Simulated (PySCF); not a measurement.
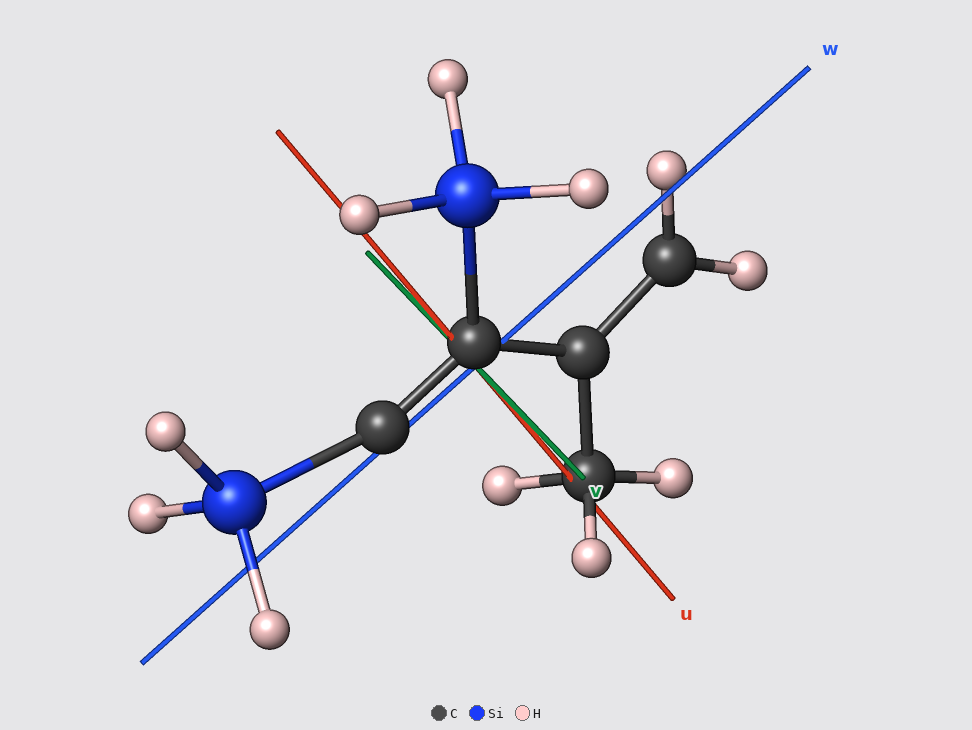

The lines u, v and w are the principal axes of the g tensor. Charge 0, doublet. The computed structure is the end point of a GFN2-xTB optimisation. No frequency run is at hand to confirm it as a minimum. Properties computed with UKS B3LYP, pcH-1 on C H Si, non-relativistic, mean-field spin-orbit, GIAO (PySCF 2.14.0).

Along which axis does g lie farthest from the free-electron value?

Along w: the shift is −591 ppm.

Give the principal values and shifts.

| axis | g | shift (ppm) |
| --- | --- | --- |
| u | 2.00198 | −336 |
| v | 2.00262 | 299 |
| w | 2.00173 | −591 |

The geometry is semi-empirical. Around Si such bond lengths and angles can be off by a tenth of an ångström or more and by several degrees, and values that hang on the shape move with them.
